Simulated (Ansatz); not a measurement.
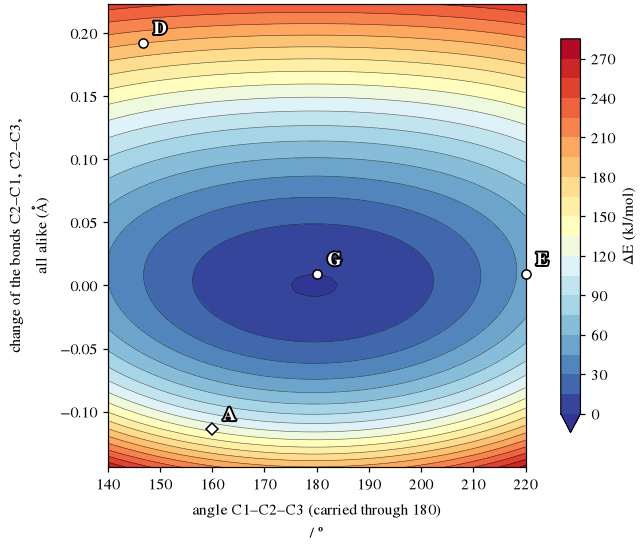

C₄H₃F, SMILES C#CC(=C)F. Coordinates scanned: (1) angle C1–C2–C3 (carried through 180); (2) change of the bonds C2–C1, C2–C3, all alike. Nothing is relaxed (all other coordinates rigid). The grid has 13 × 13 points. Points are written as (first, second). All energies are given in kJ/mol relative to the lowest grid point. Theory: RKS B3LYP-D4/def2-TZVP (Ansatz 0.2.0).

Drawn: filled contours, lettered points. Between grid points the surface is interpolated.

Question: Is D the lowest point of the computed grid?

Answer: No. D lies 195 kJ/mol above the lowest grid point, which is at (180.0°, 0.009 Å).

Question: What kind of point is each of A, D, G: minimum, saddle, maximum or slope?

Answer: A: on a slope; D: on a slope; G: minimum. (In these two coordinates alone; a stationary point may lie a little off the grid point.)
